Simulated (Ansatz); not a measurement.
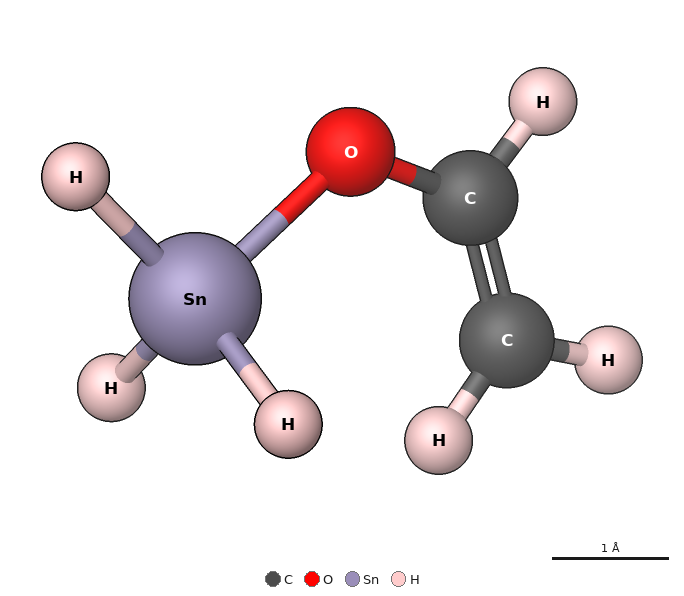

Ball-and-stick drawing of a structure.

The computed structure is the end point of a PBE0-D4/def2-TZVP optimisation. No frequency run is at hand to confirm it as a minimum.

Give the formula.

Answer. C2H6OSn, 10 atoms: 2 carbon, 6 hydrogen, 1 oxygen and 1 tin.

Give a SMILES string for it.

Answer. C=C[O][SnH3]

How many sets of symmetry-equivalent atoms are there?

Answer. 9: 1 C, 1 C, 1 O, 1 Sn, 1 H, 1 H, 1 H, 2 H, 1 H.

Which point group does it belong to?

Answer. Cs.

More results for the same structure follow; atom numbers are the same in all pictures, views and colours differ.

### Shape

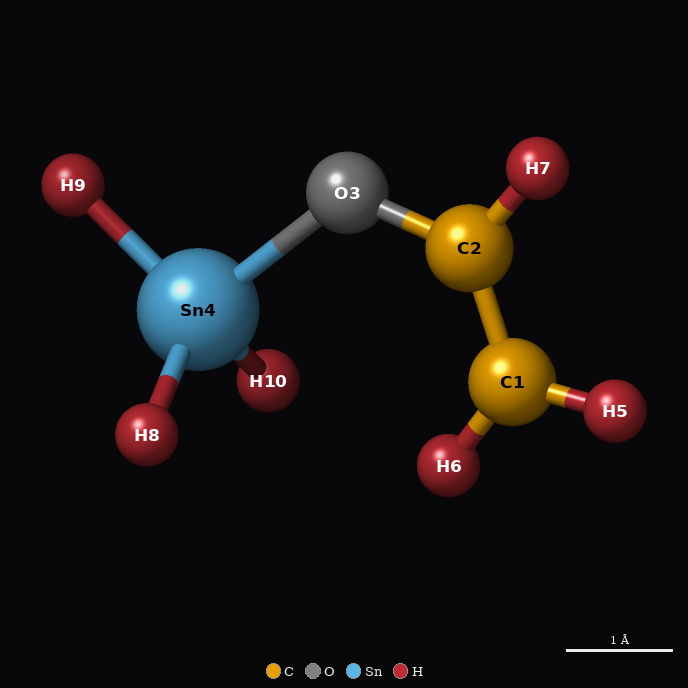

Numbered structure. No frequency run is at hand to confirm it as a minimum.

What are the angles C2–C1–H5, C2–C1–H6, C1–C2–O3, C1–C2–H7, O3–C2–H7, C2–O3–Sn4, O3–Sn4–H9, O3–Sn4–H8?

| angle | degrees |
| --- | --- |
| C2–C1–H5 | 119.8 |
| C2–C1–H6 | 123.0 |
| C1–C2–O3 | 128.3 |
| C1–C2–H7 | 120.1 |
| O3–C2–H7 | 111.6 |
| C2–O3–Sn4 | 122.2 |
| O3–Sn4–H9 | 100.8 |
| O3–Sn4–H8 | 107.6 |

### Levels of theory compared

No frequency run is at hand to confirm it as a minimum. Program: Ansatz 0.2.0.

Compare HOMO energy (eV) at these levels: B3LYP-D4/def2-TZVPP; PBE-D4/def2-TZVPP; PBE0-D4/def2-TZVPP; r2SCAN-D4/def2-TZVPP; ωB97M-V/def2-TZVPP; ωB97X-V/def2-TZVPP.

```tsv
level	HOMO energy (eV)
B3LYP-D4/def2-TZVPP	−6.29
PBE-D4/def2-TZVPP	−5.34
PBE0-D4/def2-TZVPP	−6.50
r2SCAN-D4/def2-TZVPP	−5.54
ωB97M-V/def2-TZVPP	−8.75
ωB97X-V/def2-TZVPP	−8.83
```

### Dipole moment

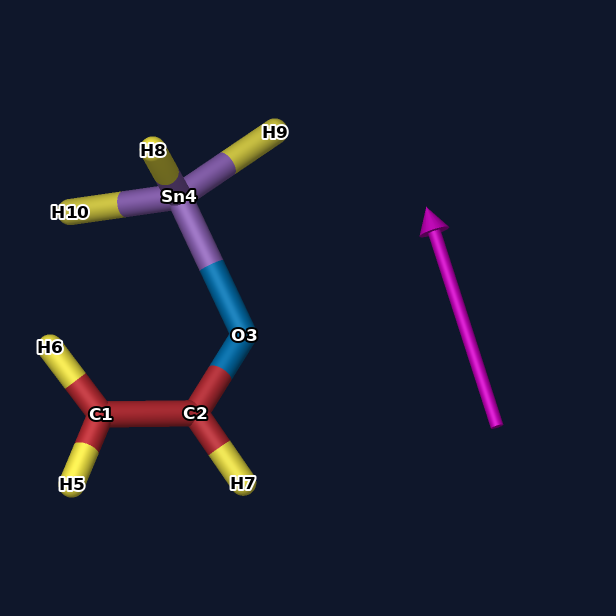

The arrow beside the molecule shows the direction of the dipole moment, from the negative to the positive end (its length means nothing). No frequency run is at hand to confirm it as a minimum. Properties computed with RKS r2SCAN-D4/def2-TZVPP, core potentials on Sn (Ansatz 0.2.0).

How large is the dipole moment?

Answer. 1.68 D; it points from the side of H7 to the side of H9 (the outermost atoms at the two ends).

### Charges

The questions are on Mulliken charges. No frequency run is at hand to confirm it as a minimum. Level of theory: RKS PBE0-D4/def2-TZVP, core potentials on Sn (Ansatz 0.2.0).

Give the Mulliken charges atom by atom.

```csv
atom,value (e)
C1,−0.38
C2,0.08
O3,−0.48
Sn4,0.53
H5,0.12
H6,0.13
H7,0.11
H8,−0.04
H9,−0.04
H10,−0.04
```

Mulliken values depend strongly on the basis set and can even reverse the polarity of a bond.
